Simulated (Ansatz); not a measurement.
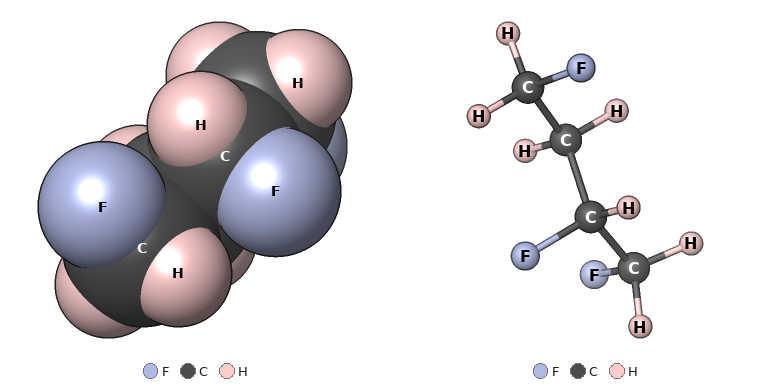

Two views of one molecule.

> Give the formula.

C₄H₇F₃, 14 atoms: 4 carbon, 7 hydrogen and 3 fluorine.

> Count the bonded pairs by element.

7 C–H, 3 C–F, 3 C–C.

> Write the SMILES.

FCC[C@@H](F)CF

> Does it have rings?

It has no ring.

More results for the same structure follow; atom numbers are the same in all pictures, views and colours differ. Computed geometry: PBE0-D4/def2-TZVP optimisation.

### Shape

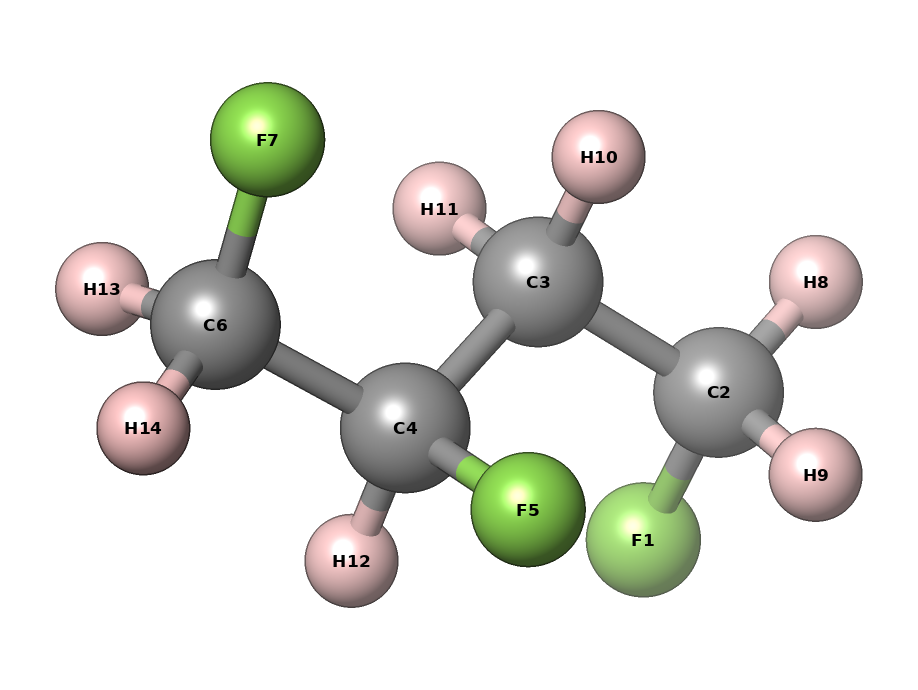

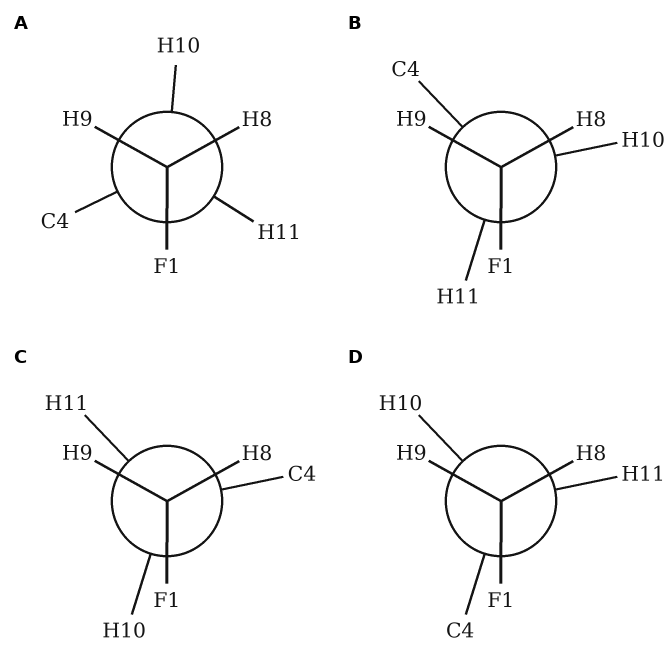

Atoms fade into the background with distance from the viewer. Bonds that would overlap in a projection are set slightly apart.

> Which Newman projection shows the view along C2–C3, with C2 in front?

A. The torsion angle F1–C2–C3–C4 is 64°, synclinal (gauche).

### Electronic properties

Method: RKS CAM-B3LYP-D4/def2-TZVPP (Ansatz 0.2.0).

> Estimate the HOMO energy (Kohn–Sham orbital).

−10.87 eV.

> Estimate the HOMO–LUMO gap.

12.83 eV.

> Give the dispersion correction at this level.

−19.9 kJ/mol.

### Charges

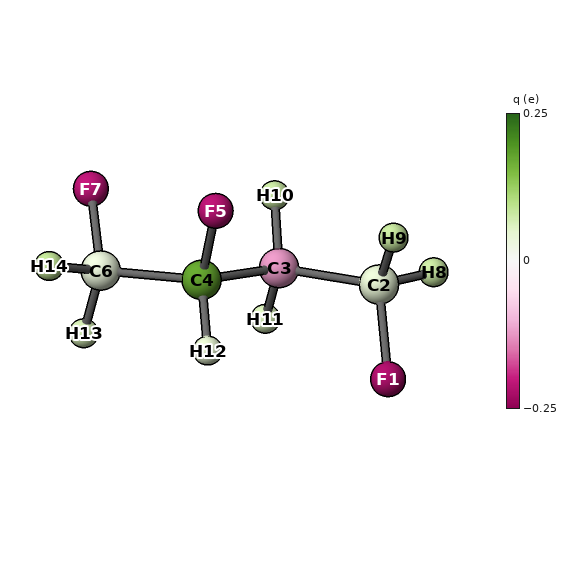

Atoms are coloured by their Mulliken charges. Level of theory: RKS PBE-D4/def2-TZVPP (Ansatz 0.2.0).

> Which atom carries the highest charge (most positive or least negative)?

C4 (0.17 e).

> And the lowest?

F1 (−0.22 e).

List the Mulliken charges.

```csv
atom,value (e)
F1,−0.22
C2,0.04
C3,−0.12
C4,0.17
F5,−0.21
C6,0.03
F7,−0.20
H8,0.08
H9,0.08
H10,0.08
H11,0.06
H12,0.05
H13,0.07
H14,0.09
```

### Vibrations

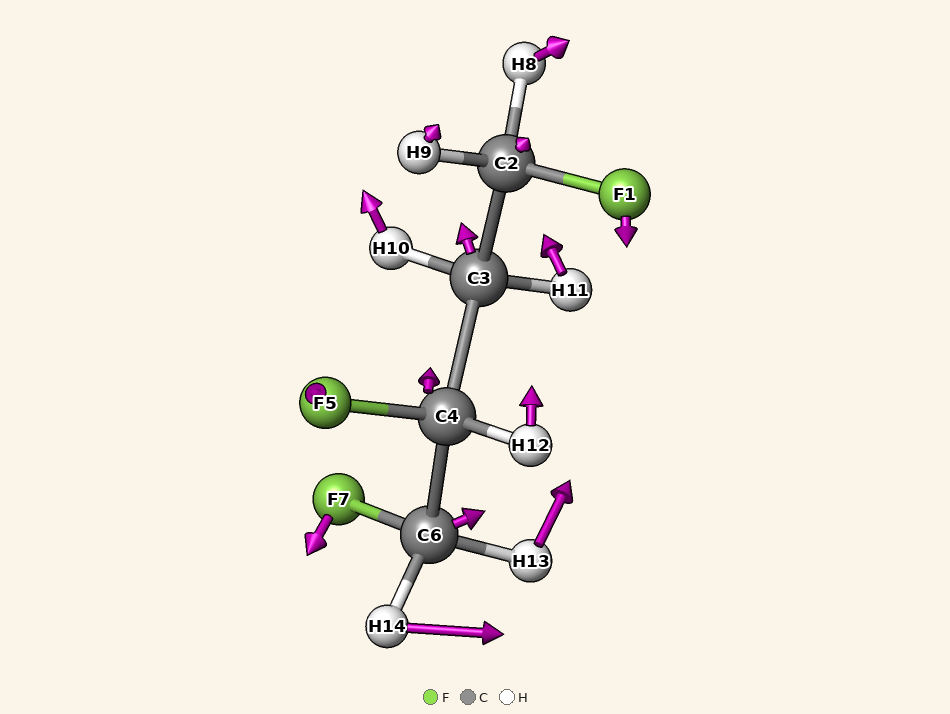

The arrows show one normal mode. Harmonic vibrations computed with RKS PBE0-D4/def2-TZVP (Ansatz 0.2.0) at a stationary point of the same level.

> Describe the motion.

A torsion or out-of-plane motion in which bond lengths and bond angles hardly change.

> Estimate its harmonic wavenumber.

115 cm⁻¹; it is mode 2 of 36 counted from the lowest.

Mulliken values depend strongly on the basis set and can even reverse the polarity of a bond.
